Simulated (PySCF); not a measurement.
C7H14O2, SMILES CC(CCC(OC)=O)C, singlet at its GFN2-xTB optimised geometry (Å):

```
23

C      3.4216     0.9995     2.1533
O      2.0247     1.1888     1.9725
C      1.3647     0.1927     1.3637
O      1.8987    -0.8090     0.9690
C     -0.1104     0.5044     1.2669
C     -0.7202    -0.0943     0.0000
C     -2.2515    -0.0943     0.0000
C     -2.7648    -0.8601    -1.2179
C     -2.8146     1.3251     0.0000
H      3.6059     0.1661     2.8339
H      3.9006     0.7832     1.1966
H      3.8035     1.9262     2.5732
H     -0.2390     1.5847     1.3184
H     -0.5875     0.0616     2.1461
H     -0.3590     0.4587    -0.8698
H     -0.3607    -1.1214    -0.0905
H     -2.5991    -0.6079     0.9037
H     -2.4386    -0.3745    -2.1352
H     -3.8518    -0.8960    -1.2172
H     -2.3879    -1.8800    -1.2176
H     -2.5375     1.8588     0.9052
H     -2.4409     1.8800    -0.8580
H     -3.9006     1.2995    -0.0572
```

Computed with B3LYP/def2-SVP (PySCF 2.14.0). Cells within 0.4 Å of a nucleus heavier than hydrogen are left out (blank, or x).

Map of the deformation density (molecule minus spherical neutral atoms) (e/bohr³) on the plane z = 1.0 Å:

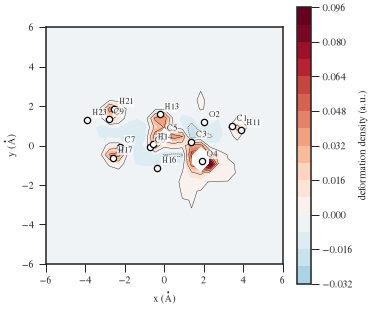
Figure. Deformation density (molecule minus spherical neutral atoms) (e/bohr³) on the plane z = 1.0 Å.
